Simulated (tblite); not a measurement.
CH₁₃BSi₅: geometry relaxation (part 1 of 4)

The run: geometry relaxation of CH₁₃BSi₅. Method and program: GFN2-xTB geometry optimisation, gas phase (tblite 0.8.0).

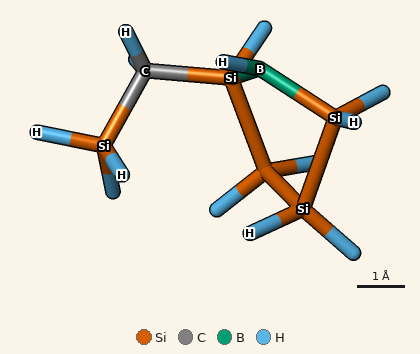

Figure 1. The starting structure (stick view, seen at a tilt). Bond lengths as drawn: B–H 1.19 Å, B–Si 1.95 to 1.97 Å, C–H 1.10 to 1.13 Å, C–Si 1.84 to 1.87 Å, H–Si 1.44 to 1.49 Å and Si–Si 2.24 to 2.25 Å.

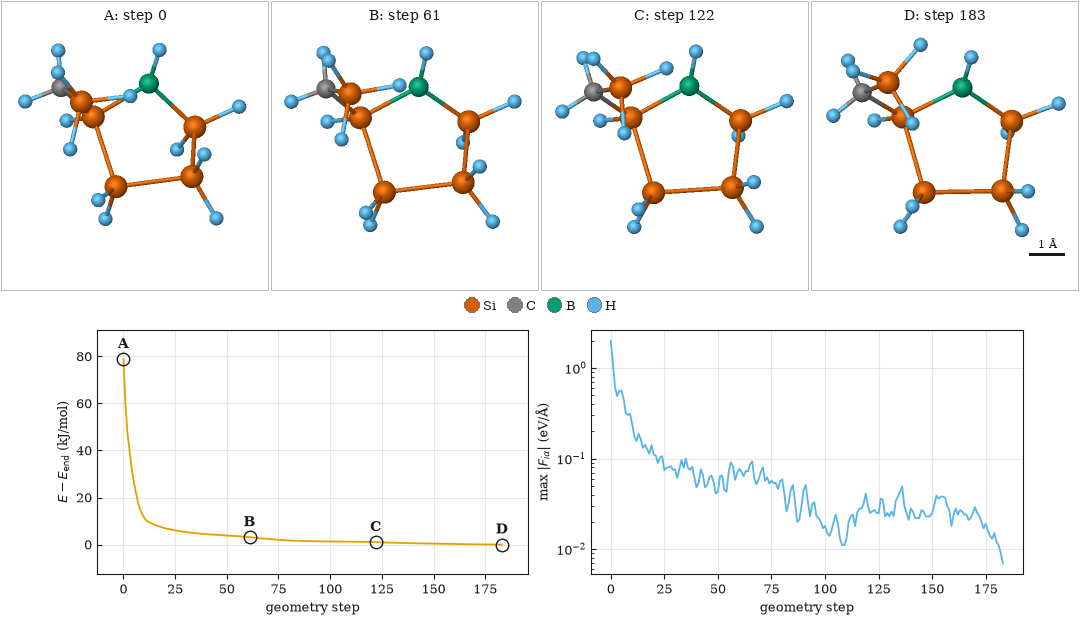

Figure 2. Frames of the relaxation (ball-and-stick view, seen at a tilt) above the curves, on which the letters mark them (steps are counted from 0).

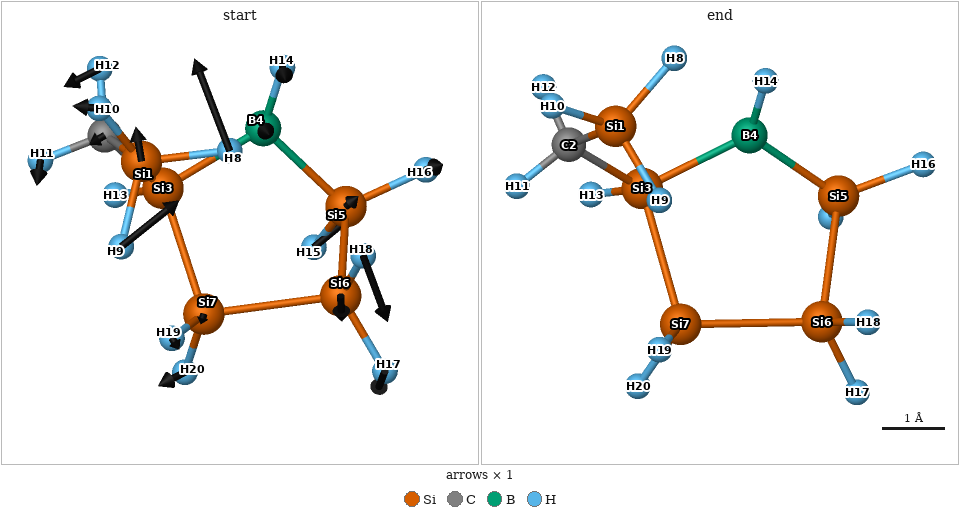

Figure 3. Before (left) and after (right) the relaxation, at one scale (ball-and-stick view, seen at a tilt). The black arrows give the displacements, at true length. Over 183 geometry steps the energy falls by 78.8 kJ/mol. Largest force component: 2 eV/Å at the start, 0.007 eV/Å at the end. The largest move after the best rigid fit is that of H8, 1.63 Å. By element the largest moves are H 1.63 Å, Si 0.59 Å, B 0.41 Å, C 0.30 Å. Distances before and after: Si3–Si7 2.242 → 2.372 Å, Si6–Si7 2.250 → 2.334 Å, C2–Si3 1.845 → 1.921 Å, C2–H11 1.127 → 1.091 Å. Among the angles that change: B4–Si3–H13 105.0° → 118.2°, H15–Si5–H16 114.8° → 102.3°, H17–Si6–H18 114.5° → 102.3°. (Atoms are counted from 1 in the order of the input.)

The input that produced these results follows, with the program's output.

The input
```
{"job": {"kind": "relax", "xc": "GFN2-xTB", "basis": "xTB"}, "charge": 0, "multiplicity": 1}
Si     2.611400    -0.628300    -0.234000
C      1.998400     0.862300     0.710700
Si     0.162200     0.895700     0.883800
B     -0.712700     1.715300    -0.677300
Si    -2.480900     0.919500    -0.908800
Si    -1.921500    -1.250600    -0.817800
Si    -0.723000    -1.154300     1.083900
H      1.935200    -0.797800    -1.510600
H      2.459800    -1.885500     0.531300
H      4.031900    -0.452200    -0.460100
H      2.404400     0.737200     1.754800
H      2.420700     1.803400     0.322600
H     -0.276400     1.720600     2.048400
H     -0.078000     2.070200    -1.615200
H     -3.256800     1.230700     0.279400
H     -3.107000     1.293600    -2.155800
H     -3.071900    -2.123800    -0.704200
H     -1.008400    -1.590800    -1.904900
H      0.286700    -2.194600     1.175700
H     -1.679200    -1.160000     2.194900
```

The first line tells a small driver script what to run in tblite; the rest is the geometry in Å.

Command:
```bash
OMP_NUM_THREADS=1 python <driver script> task.json out
```

Log
```
step      E/eV     max force
  0    -503.94788    2.277
  1    -504.14768    1.152
  2    -504.27577    0.767
  3    -504.35112    0.569
  4    -504.43061    0.698
  5    -504.48734    0.640
  6    -504.53444    0.472
  7    -504.57666    0.396
  8    -504.60905    0.405
  9    -504.62942    0.402
 10    -504.64608    0.314
 11    -504.65771    0.225
 12    -504.66480    0.215
 13    -504.66939    0.215
 14    -504.67336    0.191
 15    -504.67709    0.167
 16    -504.68083    0.182
 17    -504.68427    0.171
 18    -504.68712    0.181
 19    -504.68975    0.164
 20    -504.69243    0.117
 21    -504.69482    0.118
 22    -504.69670    0.127
 23    -504.69840    0.153
 24    -504.70017    0.134
 25    -504.70205    0.112
 26    -504.70388    0.127
 27    -504.70548    0.117
 28    -504.70703    0.110
 29    -504.70865    0.079
 30    -504.71006    0.095
 31    -504.71104    0.085
 32    -504.71183    0.077
 33    -504.71277    0.099
 34    -504.71395    0.098
 35    -504.71517    0.125
 36    -504.71617    0.102
 37    -504.71698    0.084
 38    -504.71777    0.101
 39    -504.71859    0.081
 40    -504.71932    0.065
 41    -504.71994    0.059
 42    -504.72054    0.077
 43    -504.72112    0.071
 44    -504.72168    0.053
 45    -504.72225    0.057
 46    -504.72287    0.068
 47    -504.72353    0.086
 48    -504.72414    0.072
 49    -504.72464    0.044
 50    -504.72512    0.050
 51    -504.72565    0.068
 52    -504.72619    0.065
 53    -504.72664    0.047
 54    -504.72703    0.052
 55    -504.72752    0.072
 56    -504.72819    0.092
 57    -504.72907    0.091
 58    -504.73004    0.081
 59    -504.73095    0.076
 60    -504.73182    0.078
 61    -504.73268    0.072
 62    -504.73347    0.080
 63    -504.73420    0.079
 64    -504.73506    0.074
 65    -504.73612    0.087
 66    -504.73715    0.096
 67    -504.73790    0.068
 68    -504.73847    0.056
 69    -504.73909    0.065
 70    -504.73989    0.072
 71    -504.74076    0.084
 72    -504.74153    0.068
 73    -504.74223    0.068
 74    -504.74304    0.068
 75    -504.74385    0.083
 76    -504.74448    0.064
 77    -504.74489    0.068
 78    -504.74535    0.067
 79    -504.74608    0.064
 80    -504.74688    0.079
 81    -504.74731    0.053
 82    -504.74752    0.033
 83    -504.74771    0.033
 84    -504.74800    0.050
 85    -504.74837    0.061
 86    -504.74867    0.042
 87    -504.74882    0.021
 88    -504.74892    0.023
 89    -504.74908    0.038
 90    -504.74938    0.059
 91    -504.74984    0.063
 92    -504.75029    0.036
 93    -504.75055    0.024
 94    -504.75072    0.035
 95    -504.75086    0.039
 96    -504.75102    0.024
 97    -504.75116    0.024
 98    -504.75126    0.022
 99    -504.75136    0.023
100    -504.75149    0.025
101    -504.75163    0.019
102    -504.75173    0.015
103    -504.75180    0.018
104    -504.75190    0.027
105    -504.75202    0.032
106    -504.75215    0.026
107    -504.75223    0.015
108    -504.75227    0.013
109    -504.75230    0.013
110    -504.75235    0.019
111    -504.75246    0.030
112    -504.75261    0.036
113    -504.75278    0.032
114    -504.75290    0.020
115    -504.75298    0.025
116    -504.75306    0.028
117    -504.75320    0.029
118    -504.75346    0.038
119    -504.75383    0.047
120    -504.75416    0.041
121    -504.75436    0.032
122    -504.75449    0.033
123    -504.75464    0.035
124    -504.75500    0.031
125    -504.75537    0.033
126    -504.75585    0.053
127    -504.75618    0.047
128    -504.75639    0.027
129    -504.75651    0.027
130    -504.75665    0.023
131    -504.75677    0.030
132    -504.75691    0.031
133    -504.75716    0.037
134    -504.75755    0.044
135    -504.75797    0.056
136    -504.75840    0.059
137    -504.75865    0.041
138    -504.75885    0.027
139    -504.75902    0.025
140    -504.75919    0.032
141    -504.75932    0.032
142    -504.75945    0.025
143    -504.75959    0.026
144    -504.75975    0.031
145    -504.75991    0.033
146    -504.76009    0.031
147    -504.76020    0.028
148    -504.76037    0.029
149    -504.76048    0.028
150    -504.76066    0.027
151    -504.76077    0.034
152    -504.76103    0.044
153    -504.76126    0.042
154    -504.76152    0.041
155    -504.76174    0.047
156    -504.76193    0.044
157    -504.76206    0.038
158    -504.76220    0.030
159    -504.76231    0.020
160    -504.76241    0.026
161    -504.76257    0.032
162    -504.76274    0.028
163    -504.76291    0.028
164    -504.76309    0.031
165    -504.76325    0.028
166    -504.76338    0.029
167    -504.76348    0.022
168    -504.76359    0.022
169    -504.76376    0.025
170    -504.76392    0.029
171    -504.76412    0.026
172    -504.76427    0.028
173    -504.76438    0.027
174    -504.76446    0.022
175    -504.76453    0.021
176    -504.76461    0.019
177    -504.76470    0.015
178    -504.76476    0.016
179    -504.76480    0.016
180    -504.76484    0.014
181    -504.76488    0.015
182    -504.76491    0.011
183    -504.76494    0.008
```

Trajectory as extended XYZ (Å, eV, eV/Å), 40 of the 184 frames kept, from step=0 to step=183
```
20
Properties=species:S:1:pos:R:3:forces:R:3 step=0 energy=-503.94788
Si    2.6114   -0.6283   -0.2340    0.4230  -0.5340  -0.1120
C     1.9984    0.8623    0.7107    1.5490   0.2390   1.3040
Si    0.1622    0.8957    0.8838   -1.0790   2.0050   0.0090
B    -0.7127    1.7153   -0.6773    0.3360  -0.6860  -0.4790
Si   -2.4809    0.9195   -0.9088    0.4060   1.6050  -0.2710
Si   -1.9215   -1.2506   -0.8178   -0.1150  -0.9690  -0.3010
Si   -0.7230   -1.1543    1.0839   -0.1010  -0.9180   0.7220
H     1.9352   -0.7978   -1.5106   -0.1570   0.0200  -0.2020
H     2.4598   -1.8855    0.5313    0.0500   0.2500  -0.1100
H     4.0319   -0.4522   -0.4601    0.3530   0.0040  -0.1220
H     2.4044    0.7372    1.7548   -0.0990   0.2830  -0.8640
H     2.4207    1.8034    0.3226   -0.2040  -0.4140   0.1610
H    -0.2764    1.7206    2.0484    0.2880  -0.0870   0.1740
H    -0.0780    2.0702   -1.6152   -0.2040   0.1770   0.2680
H    -3.2568    1.2307    0.2794   -0.5820   0.0130   0.0890
H    -3.1070    1.2936   -2.1558   -0.6090   0.1460  -0.2810
H    -3.0719   -2.1238   -0.7042   -0.1700  -0.3530  -0.3020
H    -1.0084   -1.5908   -1.9049   -0.1510  -0.2300  -0.2270
H     0.2867   -2.1946    1.1757   -0.0840  -0.3170   0.3610
H    -1.6792   -1.1600    2.1949    0.1500  -0.2360   0.1840
20
Properties=species:S:1:pos:R:3:forces:R:3 step=5 energy=-504.48734
Si    2.6598   -0.6378   -0.2503    0.0060   0.1380   0.0520
C     2.0369    0.8467    0.7632    0.0860   0.0810   0.1480
Si    0.1352    1.0364    0.8952    0.1350  -0.5660   0.2670
B    -0.6727    1.6526   -0.7474   -0.1040   0.2660   0.0800
Si   -2.4746    1.0556   -0.9494   -0.2920  -0.4830  -0.1240
Si   -1.9412   -1.2912   -0.8256   -0.0950   0.2260   0.0520
Si   -0.7158   -1.1821    1.1306    0.0620   0.2200  -0.0370
H     1.9219   -0.7878   -1.5224    0.1100   0.0920   0.1370
H     2.4714   -1.8698    0.5245    0.0960   0.0320  -0.0570
H     4.0964   -0.4587   -0.4899   -0.0230  -0.0400  -0.0930
H     2.4593    0.7758    1.7698    0.0200  -0.0020  -0.1210
H     2.4297    1.7724    0.3394    0.1020  -0.0550   0.0020
H    -0.2398    1.7505    2.1350    0.1630   0.1000   0.0700
H    -0.0693    2.1140   -1.6271    0.2090   0.0450  -0.2530
H    -3.3415    1.2315    0.2510   -0.0440   0.0440  -0.3680
H    -3.2205    1.3254   -2.1891   -0.2180   0.1110   0.1350
H    -3.1087   -2.1949   -0.7758    0.1920   0.0480  -0.2800
H    -1.0430   -1.6452   -1.9519   -0.3180  -0.1180   0.0950
H     0.2770   -2.2662    1.2588   -0.2760   0.0520   0.2520
H    -1.6656   -1.2167    2.2584    0.1890  -0.1910   0.0410
20
Properties=species:S:1:pos:R:3:forces:R:3 step=9 energy=-504.62942
Si    2.6846   -0.6165   -0.2433    0.0480  -0.0470   0.0490
C     2.0565    0.8479    0.7876    0.0430   0.0270  -0.0540
Si    0.1480    1.0067    0.9323   -0.0430   0.3020  -0.2170
B    -0.6748    1.6734   -0.7602   -0.0390  -0.0640   0.1340
Si   -2.5019    1.0269   -0.9949    0.2270   0.1040  -0.0930
Si   -1.9652   -1.2686   -0.8172    0.0430  -0.1320   0.0470
Si   -0.7106   -1.1632    1.1445   -0.1990  -0.1960  -0.0030
H     1.9369   -0.7624   -1.5019    0.0300   0.1060   0.0230
H     2.4965   -1.8576    0.5113    0.0660  -0.0210   0.0070
H     4.1180   -0.4681   -0.5214   -0.0360   0.0220  -0.0420
H     2.4980    0.7887    1.7800    0.0420  -0.0410   0.0710
H     2.4543    1.7597    0.3457    0.0000   0.1160   0.0000
H    -0.1879    1.7783    2.1781    0.1840  -0.1190  -0.2400
H    -0.0393    2.1299   -1.6588   -0.1720  -0.1820   0.3140
H    -3.3919    1.2415    0.1700   -0.0460   0.0300  -0.1300
H    -3.3135    1.3609   -2.1786   -0.0330   0.0200   0.0620
H    -3.0898   -2.2149   -0.8601    0.0130   0.0560  -0.0630
H    -1.1196   -1.6898   -1.9533   -0.0830   0.0010   0.0430
H     0.2201   -2.2853    1.3429   -0.0730   0.0400   0.0540
H    -1.6234   -1.2765    2.2944    0.0290  -0.0220   0.0360
20
Properties=species:S:1:pos:R:3:forces:R:3 step=14 energy=-504.67336
Si    2.6981   -0.6125   -0.2339    0.0380  -0.0160   0.0030
C     2.0698    0.8569    0.7896    0.0970  -0.0030  -0.0070
Si    0.1586    1.0187    0.9086    0.0140  -0.1630   0.0980
B    -0.6895    1.6686   -0.7360   -0.0310  -0.0010  -0.0270
Si   -2.4932    1.0333   -1.0185   -0.0530  -0.0620   0.0140
Si   -1.9711   -1.2779   -0.8089   -0.0680  -0.0100  -0.0840
Si   -0.7341   -1.1715    1.1488    0.0300  -0.0060   0.1280
H     1.9469   -0.7310   -1.4914   -0.0070   0.0560  -0.0060
H     2.5186   -1.8621    0.5118    0.0410   0.0280  -0.0050
H     4.1238   -0.4652   -0.5410    0.0100   0.0260  -0.0130
H     2.5104    0.7882    1.7865   -0.0540   0.0230  -0.0400
H     2.4642    1.7750    0.3518    0.0220   0.0180   0.0310
H    -0.1351    1.7714    2.1549    0.0760   0.0050  -0.0120
H    -0.0512    2.1051   -1.6215    0.0270  -0.0110  -0.0120
H    -3.4128    1.2490    0.1146   -0.0870   0.0140   0.0490
H    -3.3425    1.3752   -2.1676    0.0350   0.0140  -0.0940
H    -3.0949   -2.2155   -0.8984   -0.0830   0.0200   0.0010
H    -1.1495   -1.7067   -1.9536    0.0430   0.0020  -0.0050
H     0.1936   -2.2904    1.3790   -0.0220   0.0220  -0.0200
H    -1.6151   -1.2978    2.3223   -0.0290   0.0450   0.0000
20
Properties=species:S:1:pos:R:3:forces:R:3 step=19 energy=-504.68975
Si    2.7187   -0.6098   -0.2359    0.0080   0.0770  -0.0280
C     2.0913    0.8593    0.7833   -0.0870   0.0000   0.0410
Si    0.1721    0.9821    0.9109    0.0190   0.0390  -0.0360
B    -0.7022    1.6511   -0.7228    0.0050  -0.0740   0.0000
Si   -2.5122    1.0255   -1.0236   -0.0480   0.0070   0.0440
Si   -1.9887   -1.2881   -0.8174    0.0130   0.0110   0.0910
Si   -0.7508   -1.1794    1.1716   -0.0790  -0.0280  -0.1410
H     1.9501   -0.6941   -1.4867    0.0090  -0.0060   0.0010
H     2.5455   -1.8581    0.5125    0.0230   0.0210  -0.0230
H     4.1372   -0.4535   -0.5573    0.0670   0.0070  -0.0220
H     2.5069    0.7944    1.7882    0.0520  -0.0180   0.0190
H     2.4771    1.7905    0.3641   -0.0140  -0.0520  -0.0130
H    -0.0786    1.7696    2.1415    0.0180   0.0100   0.0550
H    -0.0523    2.0871   -1.6014   -0.0190  -0.0030  -0.0170
H    -3.4531    1.2558    0.0988   -0.0050  -0.0200  -0.0520
H    -3.3366    1.3846   -2.1939    0.0850  -0.0200   0.0020
H    -3.1319   -2.2082   -0.9167    0.0100   0.0450  -0.0010
H    -1.1474   -1.7143   -1.9549   -0.0240   0.0070   0.0650
H     0.1797   -2.2937    1.3911    0.0020  -0.0340   0.0040
H    -1.6299   -1.2901    2.3456   -0.0350   0.0300   0.0110
```
